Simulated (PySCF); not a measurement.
## C2H5NO3Si: NMR shielding calculation

The run: NMR shielding calculation of C2H5NO3Si, SMILES CO[Si](O)(O)C#N. Method and program: GIAO PBE0/pcSseg-1 NMR shielding, non-relativistic, gas phase (PySCF 2.14.0).

The geometry comes from this level: PBE0-D3(BJ)/def2-SVP. Figures and captions count atoms from 1; the log counts them from 0 in places.

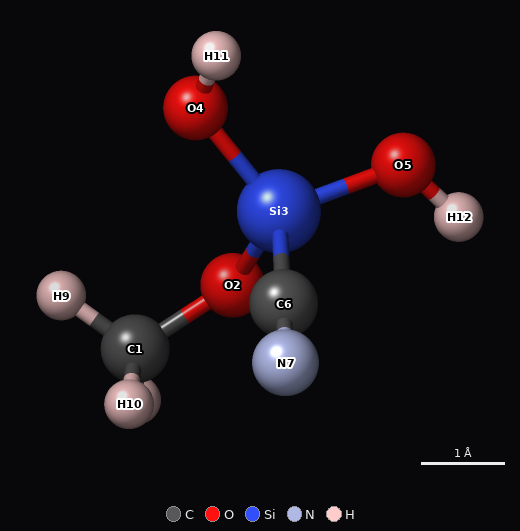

The structure (ball-and-stick view, seen at a tilt; atoms are numbered from 1 in the order of the input). Bond lengths as drawn: C–H 1.10 Å, C–N 1.16 Å, C–O 1.41 Å, C–Si 1.86 Å, H–O 0.96 Å and O–Si 1.63 to 1.64 Å.

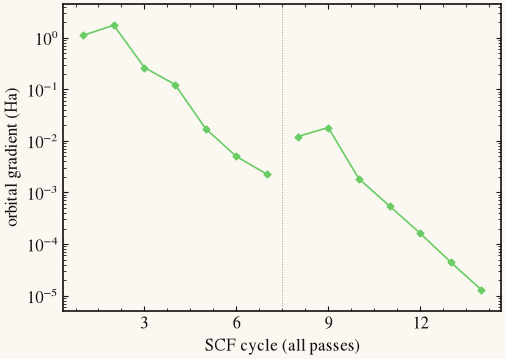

Convergence of the self-consistent field: orbital gradient against the SCF cycle. The dotted line marks the change from a coarse to the final integration grid. The first 7 cycles use a coarse grid, the final grid takes over at cycle 8, and the field converges after 14 cycles in all.

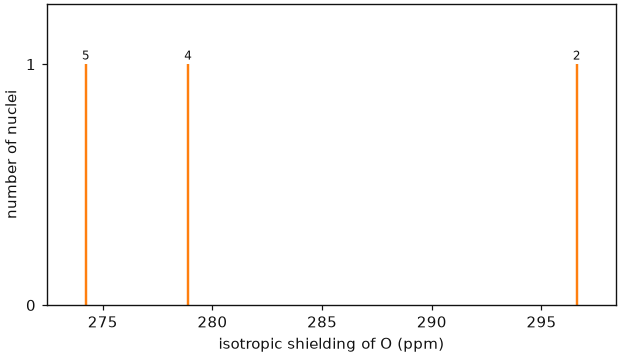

Isotropic shieldings of the oxygen nuclei in this fixed geometry, labelled by atom number; shielding grows to the right, so chemical shift grows to the left. The least shielded is O5 (274.2 ppm), the most shielded O2 (296.6 ppm).

The input that produced these results follows, with the program's output.

### Input file
```
{"job": {"kind": "nmr", "xc": "PBE0", "basis": "pcSseg-1", "pop": false}, "charge": 0, "multiplicity": 1}
C      1.932378     0.033735     0.041981
O      0.776209    -0.725543     0.299771
Si    -0.767769    -0.207865     0.268844
O     -1.037667     0.891738     1.447754
O     -1.809049    -1.459947     0.418235
C     -1.029867     0.611789    -1.385042
N     -1.165660     1.119929    -2.418398
H      2.788303    -0.651862    -0.032430
H      2.127132     0.749975     0.856776
H      1.852065     0.592474    -0.906777
H     -1.928832     1.233680     1.563764
H     -1.698771    -2.217129    -0.164297
```

The first line tells a small driver script what to run in PySCF; the rest is the geometry in Å.

Launched with:
```bash
OMP_NUM_THREADS=1 python <driver script> task.json out
```

### What the program printed
```
coarse grid: 11216 points
cycle   1  E = -648.4143087250  dE =  9.487e-01  |g| = 1.109e+00  |ddm| = 3.225e+00
cycle   2  E = -648.0770208194  dE =  3.373e-01  |g| = 1.743e+00  |ddm| = 1.722e+00
cycle   3  E = -648.6169123924  dE = -5.399e-01  |g| = 2.639e-01  |ddm| = 1.160e+00
cycle   4  E = -648.6288422732  dE = -1.193e-02  |g| = 1.233e-01  |ddm| = 1.910e-01
cycle   5  E = -648.6320532101  dE = -3.211e-03  |g| = 1.719e-02  |ddm| = 7.576e-02
cycle   6  E = -648.6321172404  dE = -6.403e-05  |g| = 4.987e-03  |ddm| = 1.481e-02
cycle   7  E = -648.6321207394  dE = -3.499e-06  |g| = 2.255e-03  |ddm| = 4.069e-03
final grid: 105824 points
cycle   8  E = -648.7017002097  dE = -1.372e-05  |g| = 1.211e-02  |ddm| = 1.687e-02
cycle   9  E = -648.7016686989  dE =  3.151e-05  |g| = 1.810e-02  |ddm| = 1.642e-02
cycle  10  E = -648.7017247441  dE = -5.605e-05  |g| = 1.840e-03  |ddm| = 1.042e-02
cycle  11  E = -648.7017254347  dE = -6.906e-07  |g| = 5.479e-04  |ddm| = 1.207e-03
cycle  12  E = -648.7017254915  dE = -5.672e-08  |g| = 1.618e-04  |ddm| = 3.686e-04
cycle  13  E = -648.7017254968  dE = -5.358e-09  |g| = 4.452e-05  |ddm| = 1.159e-04
cycle  14  E = -648.7017254971  dE = -3.183e-10  |g| = 1.292e-05  |ddm| = 3.204e-05
converged SCF energy = -648.7017254971

GIAO shielding tensors (ppm)
atom      isotropic    diamagn.    paramagn.     s11        s22        s33       span
  0 C      132.190     243.467    -111.277    104.544    108.279    183.749     79.204
  1 O      296.612     397.859    -101.247    225.883    311.913    352.040    126.157
  2 Si     431.111     880.593    -449.481    370.111    454.193    469.030     98.918
  3 O      278.896     388.768    -109.873    249.613    268.041    319.033     69.420
  4 O      274.233     388.273    -114.039    248.907    258.551    315.242     66.335
  5 C       60.320     265.044    -204.724    -55.931    -52.783    289.675    345.605
  6 N      -93.572     338.067    -431.639   -295.806   -284.280    299.370    595.176
  7 H       27.549      27.804      -0.255     23.281     25.159     34.207     10.926
  8 H       27.521      28.661      -1.141     23.035     25.472     34.054     11.019
  9 H       27.452      30.061      -2.609     23.273     26.211     32.873      9.601
 10 H       29.024      29.505      -0.481     21.487     23.130     42.454     20.967
 11 H       29.036      30.837      -1.801     21.446     23.436     42.226     20.780
```

### Summary

- outcome: converged
- total energy: −648.701725 hartree
- HOMO: −9.02 eV
- LUMO: −0.32 eV
- dipole moment: 1.88 D
- isotropic shielding, C: 60.3 to 132.2 ppm
- isotropic shielding, O: 274.2 to 296.6 ppm
- isotropic shielding, Si: 431.1 ppm
- isotropic shielding, N: −93.6 ppm
- isotropic shielding, H: 27.5 to 29.0 ppm
- hardware: 1 CPU thread, shared host
- wall time: 14 s
- peak memory: 0.87 GiB
